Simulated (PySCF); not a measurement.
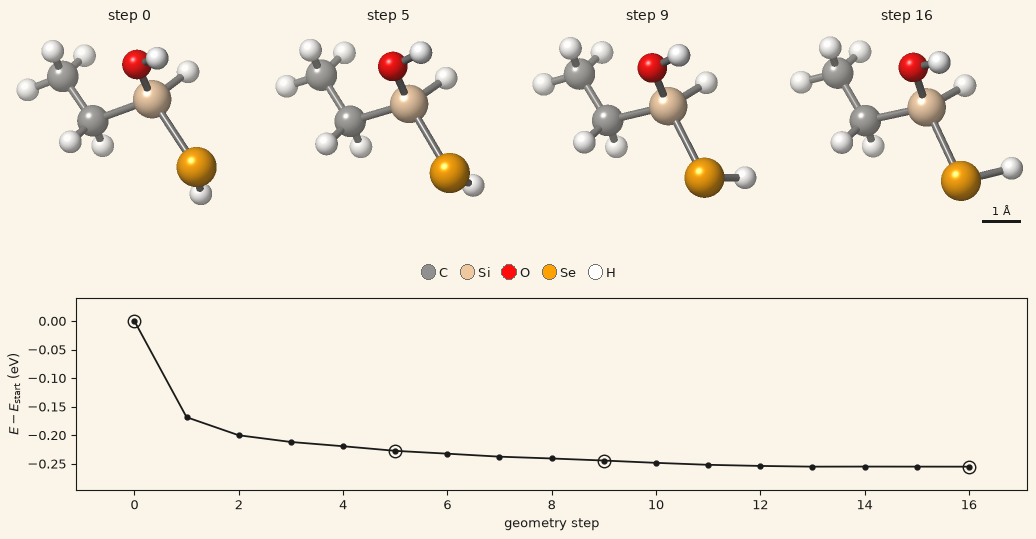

Frames of a relaxation of C₂H₈OSeSi, marked on the history of the run. The picture is a ball-and-stick view, seen from a free direction.

The start comes from GFN2-xTB. Its atoms were then displaced at random by about 0.01 Å.

Computed with PBE0-D3(BJ)/def2-SVP geometry optimisation, gas phase in PySCF 2.14.0, density-fitted response routines. 

Describe the path.

An H atom moves most after the best rigid fit: 1.28 Å. By element the largest moves are H 1.28 Å, Se 0.52 Å, Si 0.23 Å, C 0.13 Å, O 0.12 Å. Near-neighbour distances that change, for instance: O–Si 1.612 → 1.667 Å, C–H 1.065 → 1.100 Å, Se–Si 2.328 → 2.295 Å, H–O 0.936 → 0.962 Å. Bond angles that change, for instance: Si–O–H 125.8° → 116.3°, O–Si–Se 105.4° → 111.2°, C–Si–O 108.8° → 105.8°. Groups turn about Se–Si by about 80°. After 16 geometry steps the energy has fallen by 0.255 eV. From step 0 to 5: an H atom moves most (0.42 Å), energy −0.227 eV. From step 5 to 9: an H atom moves most (0.45 Å), energy −0.017 eV. From step 9 to 16: an H atom moves most (0.49 Å), energy −0.011 eV.
